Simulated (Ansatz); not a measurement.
Ir, pressure series

The reference is Ir in the fcc (Cu type) structure (space group Fm-3m, No. 225).

```yaml
crystal:
  lattice:
    - [0.00000, 1.93527, 1.93527]
    - [1.93527, 0.00000, 1.93527]
    - [1.93527, 1.93527, 0.00000]
  atoms:
    - { symbol: Ir, position: [0.00000, 0.00000, 0.00000] }
```

Cell and atoms are relaxed at each pressure.

Level of theory: PBE (Ansatz, an electronic-structure program), spin-orbit coupling left out, earlier PAW set.

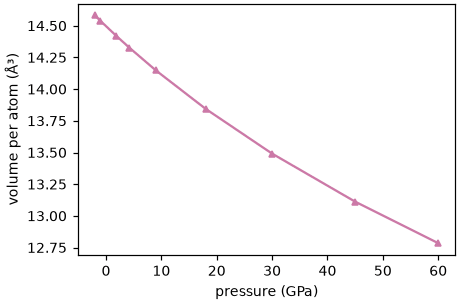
Volume against pressure

Question: Estimate the zero-pressure bulk modulus from the plot.

Answer: About 350 GPa; a third-order Birch–Murnaghan fit to the points gives V₀ = 14.50 Å³/atom, B₀ = 349 GPa and B₀′ = 5.0.

Measured bulk modulus of Ir: 365 GPa (static lattice; corrected from measurement; as listed in H. Levämäki et al., Physical Review B (2014)); the computed value is 4 % below it.

Load acts through the strain it causes; cell and atoms are relaxed under it. No phonon test of stability was made. No other phases were tried under pressure. The final runs are not spin-polarised.
